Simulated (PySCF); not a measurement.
## SiH₃O₂: EPR calculation

SiH₃O₂, multiplicity 2, SMILES O[SiH]O, computed with UKS B3LYP, IGLO-III on O Si, pcH-1 on H, non-relativistic, mean-field spin-orbit, GIAO (PySCF 2.14.0).

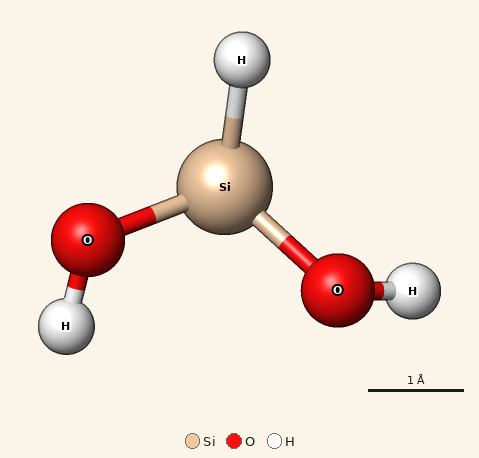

Fig. 1: The structure (ball-and-stick view, seen on its broad side).

Summary:

- outcome: converged
- total energy: −441.889142 hartree
- ⟨S²⟩: 0.752
- isotropic g: 2.0016
- hardware: 1 CPU thread, shared host
- wall time: 9.5 s
- peak memory: 0.42 GiB

Input:
```
{"job": {"kind": "epr"}, "charge": 0, "multiplicity": 2}
Si    -0.456802    -0.098458    -0.393050
O     -0.266182    -1.281135     0.755462
O      0.821090     0.968007    -0.242617
H     -1.775189     0.535566    -0.052568
H      0.590355    -1.719751     0.775680
H      1.039161     1.480068    -1.027035
```

The first line tells a small driver script what to run in PySCF; the rest is the geometry in Å.

Launched with:
```bash
OMP_NUM_THREADS=1 python <driver script> task.json out
```

The program's output:
```
UKS, coarse grid
  cycle   1  E = -441.68273222  |g| = 7.72e-01
  cycle   2  E = -441.07507803  |g| = 1.46e+00
  cycle   3  E = -441.88663113  |g| = 6.91e-02
  cycle   4  E = -441.88893399  |g| = 1.70e-02
  cycle   5  E = -441.88907933  |g| = 4.07e-03
  cycle   6  E = -441.88908622  |g| = 9.81e-04
UKS, final grid
  cycle   1  E = -441.88914203  |g| = 1.12e-03
  cycle   2  E = -441.88914126  |g| = 1.89e-03
  cycle   3  E = -441.88914246  |g| = 1.97e-04
  cycle   4  E = -441.88914247  |g| = 2.79e-05
  cycle   5  E = -441.88914247  |g| = 2.85e-05
E = -441.88914247 Eh   <S^2> = 0.7518 (exact 0.7500)
g shifts (ppm)      1          2          3
  rmc          -172       -172       -172
  gc             73         59         12
  oz_so       -1456       -433         71
  total       -1555       -545        -89
hyperfine (MHz)  atom isotope    a_iso     a_fc   dipolar eigenvalues
    0  29Si    -689.35    -690.42   -129.09     62.93     66.15
    1   17O     -10.82     -10.80    -29.86     14.42     15.44
    2   17O     -17.89     -17.87    -33.57     16.01     17.56
    3    1H     221.00     221.00     -5.64     -1.20      6.84
    4    1H      -5.38      -5.41     -8.93     -3.89     12.82
    5    1H      -4.14      -4.15    -10.59     -4.09     14.68
```

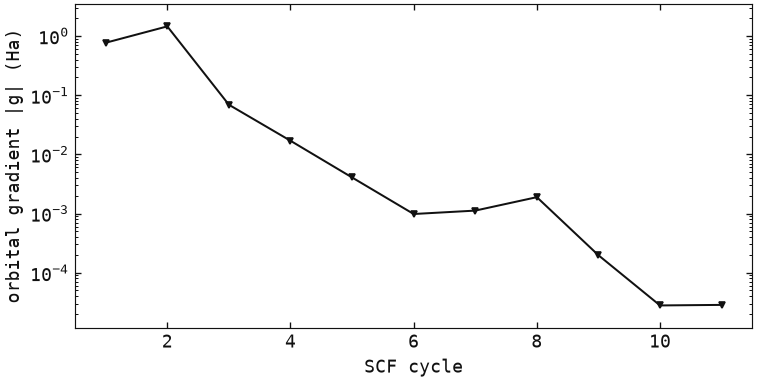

Fig. 2: Convergence of the self-consistent field: orbital gradient |g| against the SCF cycle. All cycles printed in the log are drawn one after another.
